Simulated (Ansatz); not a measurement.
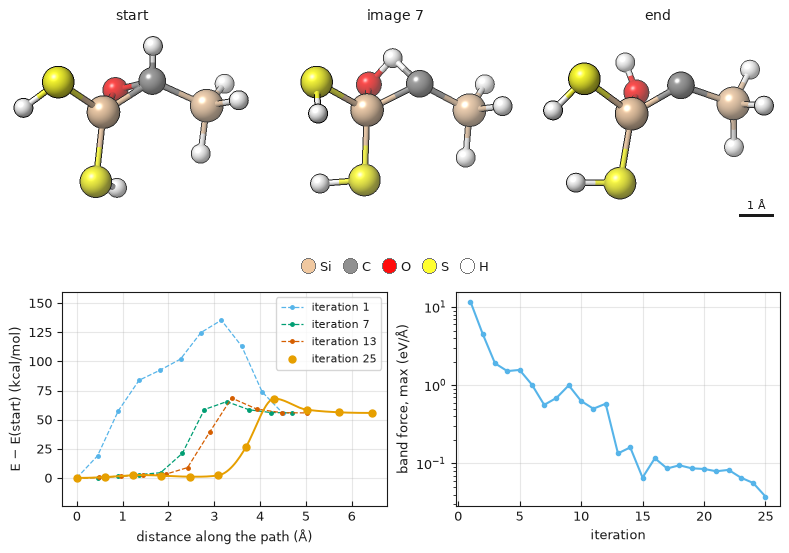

A nudged-elastic-band calculation for CH6OS2Si2. Images are numbered from 0 (start) to 10 (end). The plot follows the band through its iterations. A ball-and-stick model, seen at a tilt.

Level of theory: RKS PBE0/6-31G* in Ansatz. Run with 9 movable images; climbing image; force threshold 0.05 eV/Å; iteration limit 60; starting path through a guess of the saddle point.

How did the profile develop, and is the result final?

Answer. The run is converged, with reservations. The band converged in 25 iterations. The largest component of the band force went from 12 to 0.038 eV/Å. The climbing image converged on the top of the path. Its vibrational analysis gives one imaginary mode (1376i cm⁻¹), as a transition state must have. The first iteration put the highest image at 135.4 kcal/mol. Forward barrier 68.0 kcal/mol, backward barrier 12.3 kcal/mol, with image 7 at the top; the reaction energy is +55.8 kcal/mol.
